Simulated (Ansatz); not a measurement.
# Zirconium, dhcp under LDA: structure, energy and stiffness, part 2 of 2

The plan for zirconium in the dhcp structure: relax it, solve it on a dense k-mesh, then scale the cell to 7 volumes from 88 to 112 % of the relaxed one and try a fit of the equation of state. Spin polarisation is left out. The k-meshes are 11×11×3 for the relaxation; 15×15×4 for the dense run; 13×13×4 for the volumes.

Ansatz 0.2.0; DFT, LDA (PW92), plane waves (420 eV) with PAW, scalar-relativistic. Earlier steps stand in the parts before.

**6. At 96 % of the relaxed volume**

Input file input.yaml:

```yaml
crystal:
  lattice:
    - [3.0842683857, 0.0, 0.0]
    - [-1.5421341929, 2.6710547741, 0.0]
    - [0.0, 0.0, 10.1380662432]
  atoms:
    - { symbol: Zr, position: [0.0, 1.0, 0.0] }
    - { symbol: Zr, position: [0.0, 1.0, 0.5] }
    - { symbol: Zr, position: [0.3333333333, 0.6666666667, 0.25] }
    - { symbol: Zr, position: [0.6666666667, 0.3333333333, 0.75] }
hamiltonian:
  xc: lda
  pseudopotentials:
    kind: paw
    azcp:
      Zr: "pseudopotentials/Zr.paw.azcp"
basis:
  ecutwfc: 420
  fft_grid_basis: typed
kpoints:
  mp_grid: { grid: [13, 13, 4], shift: [0, 0, 0] }
magnetization:
  spin_polarized: false
scf:
  occupations: { method: fermi_dirac, width: 0.1 }
  lower_state_search: "off"
output:
  stress: true
  write_density: true
  write_potential: true
  elf: true
  volumetric_format: npy
```

Standard output, cut to the lines that bear on the results:

```text
Warning: <dir> the record states the generating functional pbe (its physics header spells it `PBE`), which answers neither for hamiltonian.xc's functional nor for the lda family's — results may be inconsistent (PPs are generated against a specific XC)
Warning: RAYON_NUM_THREADS=2 ignored (pool sized by the plan → 2); use --threads N
[...]
Pseudopotentials: kind: paw
Pseudopotential: Zr, paw, valence charge 12, recommended cutoff 420 eV (normal), <dir>
Functional definition: SPW92
[...]
Crystal: 4 atoms, lattice volume = 83.520 Å³
Basis set: ecut = 420 eV, 1605 PW (Γ)
Bands: 29, of which v1, the nominal top of the filled ones, is band 24 counted from 1 (23 counted from 0)
Symmetry: 24 space group operations
Space group: P63/mmc (ITA 194), of the structure as read, at distance tolerance 4.4e-5 Å
k-points: 63 of 676
[...]
SCF iter   1: F=—  HF=-16309.733923 eV  |F-HF|=—  |Δ(HF+E_count)|=         —  Δρ=6.59e-3  dr2=3.40e-2  ethr=1.77e-3  ⟨swp⟩=4.0  Hψ=6804  notcnv=0
[...]
SCF iter   6: F=-16309.729374 eV  HF=-16309.729374 eV  |F-HF|=1.31e-8  |Δ(HF+E_count)|=   5.75e-8  Δρ=4.61e-6  dr2=2.41e-8  ethr=2.08e-10  ⟨swp⟩=7.2  Hψ=11294  notcnv=0
[...]
SCF converged after 6 iterations
Free energy (F): -16309.729374 eV
[...]
E sigma→0 (E₀):  -16309.635325 eV
Entropy (-TS):   -0.188098 eV (-47.025 meV/atom)
Fermi energy:    15.486253 eV
[...]
--- Stress (GPa, compression-positive) ---
        4.333237       0.000000       0.000000
        0.000000       4.333237       0.000000
        0.000000       0.000000       4.738187
  P = ⅓ Tr σ = 4.4682 GPa (44.682 kbar)
--- Band table (eV; the first three rows and the last of 63) ---
[...]
```

It took 5.6 s on 2 threads of an Arm CPU, shared host; peak memory 0.41 GiB.

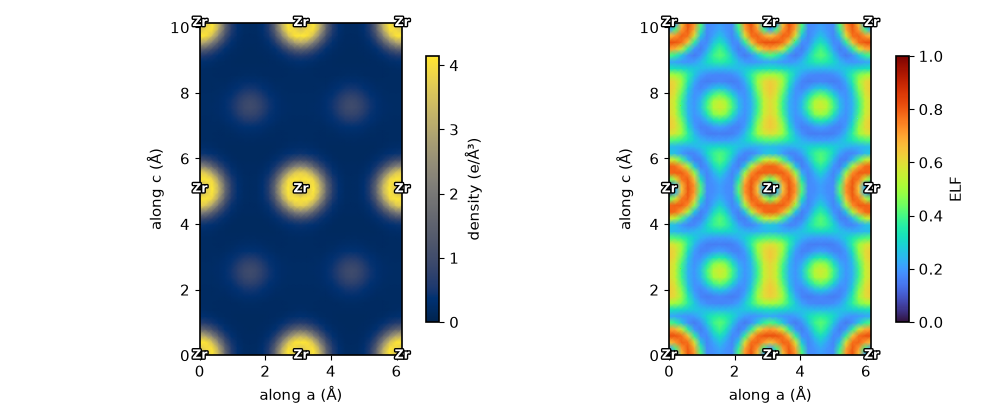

Density (left) and ELF (right) in a lattice plane of the grid's cell (edges 3.08 and 10.14 Å, at 0.000 of the third edge), which holds Zr. Only atoms in the plane are labelled. Both are smooth fields of the valence electrons: close to the nuclei they are not physical.

Maxima of ELF outside the ion cores: 0.69 between the atoms, 2.1 Å from Zr.

**7. At 100 % of the relaxed volume**

Changes to input.yaml since step 6:

```diff
@@ -2,5 +2,5 @@
   lattice:
-    - [3.0842683857, 0.0, 0.0]
-    - [-1.5421341929, 2.6710547741, 0.0]
-    - [0.0, 0.0, 10.1380662432]
+    - [3.1265238884, 0.0, 0.0]
+    - [-1.5632619442, 2.7076491129, 0.0]
+    - [0.0, 0.0, 10.2769611226]
   atoms:
```

Standard output, cut to the lines that bear on the results:

```text
Warning: <dir> the record states the generating functional pbe (its physics header spells it `PBE`), which answers neither for hamiltonian.xc's functional nor for the lda family's — results may be inconsistent (PPs are generated against a specific XC)
Warning: RAYON_NUM_THREADS=2 ignored (pool sized by the plan → 2); use --threads N
[...]
[... 3 set-up lines as earlier in the session ...]
[...]
Crystal: 4 atoms, lattice volume = 87.000 Å³
Basis set: ecut = 420 eV, 1679 PW (Γ)
Bands: 29, of which v1, the nominal top of the filled ones, is band 24 counted from 1 (23 counted from 0)
[... 2 set-up lines as earlier in the session ...]
k-points: 63 of 676
[...]
SCF iter   1: F=—  HF=-16309.781087 eV  |F-HF|=—  |Δ(HF+E_count)|=         —  Δρ=6.24e-3  dr2=2.47e-2  ethr=1.77e-3  ⟨swp⟩=4.0  Hψ=6810  notcnv=0
[...]
SCF iter   6: F=-16309.777323 eV  HF=-16309.777323 eV  |F-HF|=1.51e-8  |Δ(HF+E_count)|=   1.18e-7  Δρ=6.37e-6  dr2=3.64e-8  ethr=2.08e-10  ⟨swp⟩=7.3  Hψ=11837  notcnv=0
[...]
SCF converged after 6 iterations
Free energy (F): -16309.777323 eV
[...]
E sigma→0 (E₀):  -16309.678214 eV
Entropy (-TS):   -0.198218 eV (-49.554 meV/atom)
Fermi energy:    14.773798 eV
[...]
--- Stress (GPa, compression-positive) ---
        0.112837       0.000000       0.000000
        0.000000       0.112837      -0.000000
        0.000000      -0.000000      -0.009345
  P = ⅓ Tr σ = 0.0721 GPa (0.721 kbar)
--- Band table (eV; the first three rows and the last of 63) ---
[...]
```

Wall time 4.8 s (2 threads of an Arm CPU, shared host); peak memory 0.41 GiB.

**8. At 104 % of the relaxed volume**

Changes to input.yaml since step 7:

```diff
@@ -2,5 +2,5 @@
   lattice:
-    - [3.1265238884, 0.0, 0.0]
-    - [-1.5632619442, 2.7076491129, 0.0]
-    - [0.0, 0.0, 10.2769611226]
+    - [3.1676670788, 0.0, 0.0]
+    - [-1.5838335394, 2.743280161, 0.0]
+    - [0.0, 0.0, 10.4121998041]
   atoms:
@@ -28,5 +28 @@
   stress: true
-  write_density: true
-  write_potential: true
-  elf: true
-  volumetric_format: npy
```

Standard output, cut to the lines that bear on the results:

```text
Warning: <dir> the record states the generating functional pbe (its physics header spells it `PBE`), which answers neither for hamiltonian.xc's functional nor for the lda family's — results may be inconsistent (PPs are generated against a specific XC)
Warning: RAYON_NUM_THREADS=2 ignored (pool sized by the plan → 2); use --threads N
[...]
[... 3 set-up lines as earlier in the session ...]
[...]
Crystal: 4 atoms, lattice volume = 90.480 Å³
Basis set: ecut = 420 eV, 1763 PW (Γ)
Bands: 29, of which v1, the nominal top of the filled ones, is band 24 counted from 1 (23 counted from 0)
[... 2 set-up lines as earlier in the session ...]
k-points: 63 of 676
[...]
SCF iter   1: F=—  HF=-16309.740489 eV  |F-HF|=—  |Δ(HF+E_count)|=         —  Δρ=5.94e-3  dr2=1.71e-2  ethr=1.77e-3  ⟨swp⟩=4.0  Hψ=6850  notcnv=0
[...]
SCF iter   6: F=-16309.737480 eV  HF=-16309.737480 eV  |F-HF|=1.56e-8  |Δ(HF+E_count)|=   1.71e-7  Δρ=9.17e-6  dr2=4.29e-8  ethr=2.08e-10  ⟨swp⟩=4.0  Hψ=6708  notcnv=0
[...]
SCF converged after 6 iterations
Free energy (F): -16309.737480 eV
[...]
E sigma→0 (E₀):  -16309.633776 eV
Entropy (-TS):   -0.207408 eV (-51.852 meV/atom)
Fermi energy:    14.112434 eV
[...]
--- Stress (GPa, compression-positive) ---
       -3.467503       0.000000       0.000000
        0.000000      -3.467503       0.000000
        0.000000       0.000000      -3.974851
  P = ⅓ Tr σ = -3.6366 GPa (-36.366 kbar)
```

Wall time 3.5 s (2 threads of an Arm CPU, shared host); peak memory 0.41 GiB.

**9. At 108 % of the relaxed volume**

Changes to input.yaml since step 8:

```diff
@@ -2,5 +2,5 @@
   lattice:
-    - [3.1676670788, 0.0, 0.0]
-    - [-1.5838335394, 2.743280161, 0.0]
-    - [0.0, 0.0, 10.4121998041]
+    - [3.2077683875, 0.0, 0.0]
+    - [-1.6038841938, 2.7780089131, 0.0]
+    - [0.0, 0.0, 10.5440137948]
   atoms:
```

Standard output, cut to the lines that bear on the results:

```text
Warning: <dir> the record states the generating functional pbe (its physics header spells it `PBE`), which answers neither for hamiltonian.xc's functional nor for the lda family's — results may be inconsistent (PPs are generated against a specific XC)
Warning: RAYON_NUM_THREADS=2 ignored (pool sized by the plan → 2); use --threads N
[...]
[... 3 set-up lines as earlier in the session ...]
[...]
Crystal: 4 atoms, lattice volume = 93.960 Å³
Basis set: ecut = 420 eV, 1871 PW (Γ)
Bands: 29, of which v1, the nominal top of the filled ones, is band 24 counted from 1 (23 counted from 0)
[... 2 set-up lines as earlier in the session ...]
k-points: 63 of 676
[...]
SCF iter   1: F=—  HF=-16309.626383 eV  |F-HF|=—  |Δ(HF+E_count)|=         —  Δρ=5.70e-3  dr2=1.34e-2  ethr=1.77e-3  ⟨swp⟩=4.0  Hψ=6882  notcnv=0
[...]
SCF iter   7: F=-16309.623514 eV  HF=-16309.623514 eV  |F-HF|=1.48e-9  |Δ(HF+E_count)|=   2.25e-8  Δρ=2.68e-6  dr2=2.92e-9  ethr=2.08e-10  ⟨swp⟩=4.0  Hψ=5573  notcnv=0
[...]
SCF converged after 7 iterations
Free energy (F): -16309.623514 eV
[...]
E sigma→0 (E₀):  -16309.515695 eV
Entropy (-TS):   -0.215638 eV (-53.909 meV/atom)
Fermi energy:    13.496987 eV
[...]
--- Stress (GPa, compression-positive) ---
       -6.509608       0.000000      -0.000000
        0.000000      -6.509608      -0.000000
       -0.000000      -0.000000      -7.291193
  P = ⅓ Tr σ = -6.7701 GPa (-67.701 kbar)
```

It took 3.9 s on 2 threads of an Arm CPU, shared host; peak memory 0.41 GiB.

**10. At 112 % of the relaxed volume**

Changes to input.yaml since step 9:

```diff
@@ -2,5 +2,5 @@
   lattice:
-    - [3.2077683875, 0.0, 0.0]
-    - [-1.6038841938, 2.7780089131, 0.0]
-    - [0.0, 0.0, 10.5440137948]
+    - [3.24689137, 0.0, 0.0]
+    - [-1.623445685, 2.8118904097, 0.0]
+    - [0.0, 0.0, 10.6726120028]
   atoms:
```

Standard output, cut to the lines that bear on the results:

```text
Warning: <dir> the record states the generating functional pbe (its physics header spells it `PBE`), which answers neither for hamiltonian.xc's functional nor for the lda family's — results may be inconsistent (PPs are generated against a specific XC)
Warning: RAYON_NUM_THREADS=2 ignored (pool sized by the plan → 2); use --threads N
[...]
[... 3 set-up lines as earlier in the session ...]
[...]
Crystal: 4 atoms, lattice volume = 97.440 Å³
Basis set: ecut = 420 eV, 1931 PW (Γ)
Bands: 29, of which v1, the nominal top of the filled ones, is band 24 counted from 1 (23 counted from 0)
[... 1 set-up line as earlier in the session ...]
Space group: P63/mmc (ITA 194), of the structure as read, at distance tolerance 4.6e-5 Å
k-points: 63 of 676
[...]
SCF iter   1: F=—  HF=-16309.450004 eV  |F-HF|=—  |Δ(HF+E_count)|=         —  Δρ=5.60e-3  dr2=1.36e-2  ethr=1.77e-3  ⟨swp⟩=4.0  Hψ=6895  notcnv=0
[...]
SCF iter   6: F=-16309.446892 eV  HF=-16309.446892 eV  |F-HF|=1.25e-8  |Δ(HF+E_count)|=   1.64e-7  Δρ=1.09e-5  dr2=6.07e-8  ethr=2.08e-10  ⟨swp⟩=2.7  Hψ=7201  notcnv=0
[...]
SCF converged after 6 iterations
Free energy (F): -16309.446892 eV
[...]
E sigma→0 (E₀):  -16309.335370 eV
Entropy (-TS):   -0.223044 eV (-55.761 meV/atom)
Fermi energy:    12.922953 eV
[...]
--- Stress (GPa, compression-positive) ---
       -9.096385      -0.000000       0.000000
        0.000000      -9.096385       0.000000
        0.000000       0.000000     -10.064484
  P = ⅓ Tr σ = -9.4191 GPa (-94.191 kbar)
```

Run time: 4.3 s. Hardware: 2 threads of an Arm CPU, shared host; peak memory 0.42 GiB.

**11. Energy and pressure against volume**

The cell was scaled evenly, with its shape and the fractional positions fixed.

```tsv
V (Å³/atom)	E − E₀ (meV/atom)	P from the stress (GPa)	P from the fit (GPa)
19.140	115.0	15.91	15.63
20.010	47.4	9.69	9.43
20.880	10.7	4.47	4.23
21.750	0.0	0.07	-0.15
22.620	11.1	-3.64	-3.84
23.490	40.7	-6.77	-6.95
24.360	85.7	-9.42	-9.57
```

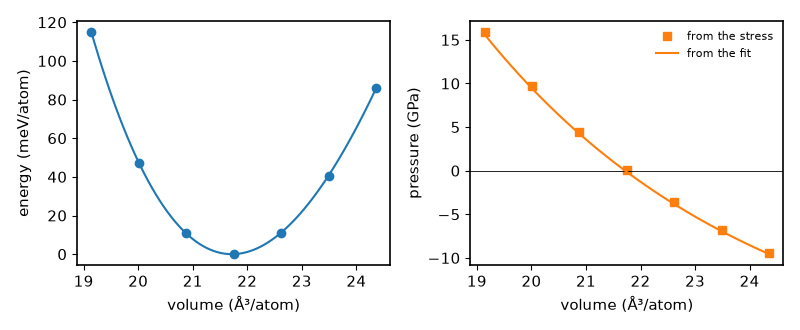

Energy and pressure against volume; the lines are the Birch-Murnaghan fit.

Fit (Birch-Murnaghan, third order): V₀ = 21.717 Å³/atom, B₀ = 101 GPa, B₀′ = 3.3, largest residual 0.01 meV/atom.

Fit and stress differ a little: one follows E(σ → 0), the other the smeared free energy.

**12. Outcome**

What follows sums up all 2 parts.

| quantity | value |
| --- | --- |
| space group (spins left aside) | P6_3/mmc (No. 194) |
| conventional cell | a = 3.127 Å, c = 10.277 Å (c/a = 3.287) |
| volume | 21.750 Å³/atom |
| shortest distance | 3.127 Å |
| gap on the mesh | none (levels filled in part) |
| relative to hcp | +43 meV/atom |
| V₀, B₀, B₀′ | 21.717 Å³/atom, 101 GPa, 3.3 |

In words: The relaxation shrank the cell by 6.6 % in volume. It lies 43 meV/atom above the element's reference form at the same level (hcp, from a run of its own). No gap shows: it is a metal or semimetal at this level. B₀ comes out at 101 GPa; letting shape and positions relax at each volume could only lower it. Relaxation kept the symmetry; phonons were not checked.
